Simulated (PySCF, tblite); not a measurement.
# C7H11FP+: geometry, infrared bands and NMR shifts

Aim: predict the infrared bands and NMR shifts of C7H11FP+ (`C=CC[P@H+]1C=C(F)CC1`).

Computed with tblite 0.8.0 and PySCF 2.14.0, with density-fitted response routines of our own, on a single molecule in the gas phase. Atoms count from 0, in the outputs and in this text.

**1. Starting geometry**

20 atoms, charge 1, multiplicity 1; geometry from: force field or distance geometry start.

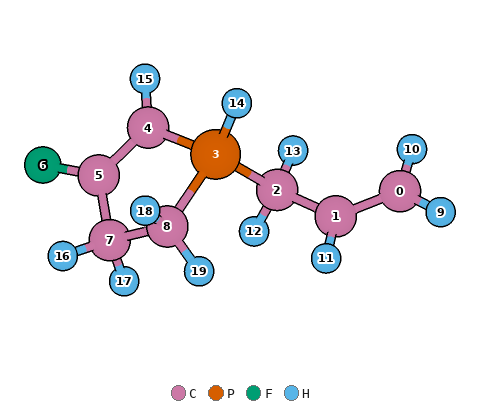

The starting geometry (carbon pink, phosphorus orange, fluorine teal, hydrogen blue), atoms numbered.

**2. Optimising the geometry with GFN2-xTB**

What the job is given:

```
{"job": {"kind": "relax", "xc": "GFN2-xTB", "basis": "xTB"}, "charge": 1, "multiplicity": 1}
C      3.478800     0.164400     0.139000
C      2.249100    -0.185900    -0.300000
C      1.062100     0.697100    -0.237000
P     -0.146100    -0.032400     0.861000
C     -1.512500     1.059800     0.813500
C     -2.434600     0.670900    -0.090100
F     -3.552800     1.387800    -0.289400
C     -2.142200    -0.578700    -0.852400
C     -1.007800    -1.304600    -0.115200
H      4.304100    -0.520900     0.075900
H      3.658000     1.145300     0.565500
H      2.115500    -1.185000    -0.715600
H      0.636400     0.819300    -1.237900
H      1.321200     1.696900     0.126200
H      0.242600    -0.372100     2.183400
H     -1.629900     1.955400     1.419000
H     -3.032400    -1.219700    -0.918100
H     -1.839300    -0.326100    -1.873400
H     -1.433200    -2.031000     0.588200
H     -0.342100    -1.829900    -0.796600
```

Run with:

```bash
$ OMP_NUM_THREADS=1 python probes_run.py task.json out
```

This one command runs all jobs of the session in turn.

Further steps of the session: Harmonic vibrations with GFN2-xTB; NMR shieldings: PBE0/pcSseg-1.

**Question.** After this job, these run on its result: GFN2-xTB harmonic vibrations, gas phase; GIAO PBE0/pcSseg-1 NMR shielding, non-relativistic, gas phase. Predict these results of the whole session: strongest single infrared mode (GFN2-xTB); zero-point energy (GFN2-xTB); 13C shifts against TMS (PBE0/pcSseg-1); 1H shifts against TMS (PBE0/pcSseg-1); 31P shifts against H3PO4 (PBE0/pcSseg-1); 19F shifts against CFCl3 (PBE0/pcSseg-1).

The runs gave:

| quantity | value |
| --- | --- |
| strongest single infrared mode (GFN2-xTB) | 1627 cm⁻¹, 371 km/mol |
| zero-point energy (GFN2-xTB) | 98.6 kcal/mol |
| 13C shifts against TMS (PBE0/pcSseg-1) | 195.8, 142.7, 123.1, 89.1, 35.7, 33.7, 15.9 ppm |
| 1H shifts against TMS (PBE0/pcSseg-1) | 6.49, 6.45, 6.44, 5.81, 5.53, 3.67, 3.43, 3.42, 3.33, 3.01, 2.78 ppm |
| 31P shifts against H3PO4 (PBE0/pcSseg-1) | 10.2 ppm |
| 19F shifts against CFCl3 (PBE0/pcSseg-1) | -38.8 ppm |

What this shows: Relaxing lowered the energy by 0.372 eV in 130 steps; the bonded pair that moved most is P3–H14, from 1.420 to 1.384 Å. No mode is imaginary among the 54: a minimum at this level. The strongest single mode, at 1627 cm⁻¹, moves mainly C5 and C4. GFN2-xTB is a fitted tight-binding method: band positions and strengths are rough. Its intensities can rank the bands wrongly. At PBE0/pcSseg-1: The widest tensor belongs to F6: span 362 ppm, with a paramagnetic part of -259 ppm.
